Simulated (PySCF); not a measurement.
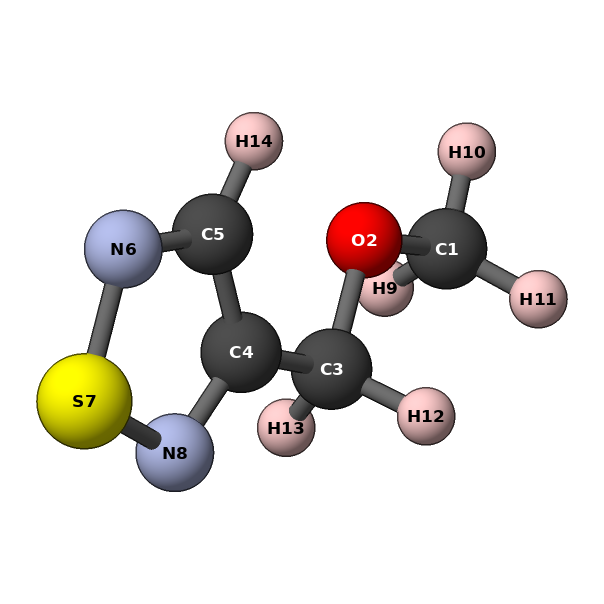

Geometry: a frame of a GFN2-xTB molecular-dynamics simulation, not a minimum. Level of theory: GIAO PBE0/pcSseg-1 NMR shielding, non-relativistic, gas phase (PySCF 2.14.0). Principal shieldings σ11 ≤ σ22 ≤ σ33, span Ω = σ33 − σ11, skew κ = 3(σiso − σ22)/Ω.

Give the shielding tensors of the N atoms.

| atom | σ11 | σ22 | σ33 | σiso | Ω | κ |
| --- | --- | --- | --- | --- | --- | --- |
| N6 | −410.9 | −193.7 | 222.0 | −127.6 | 633.0 | 0.31 |
| N8 | −404.7 | −193.0 | 195.0 | −134.2 | 599.8 | 0.29 |

Shieldings and span in ppm.
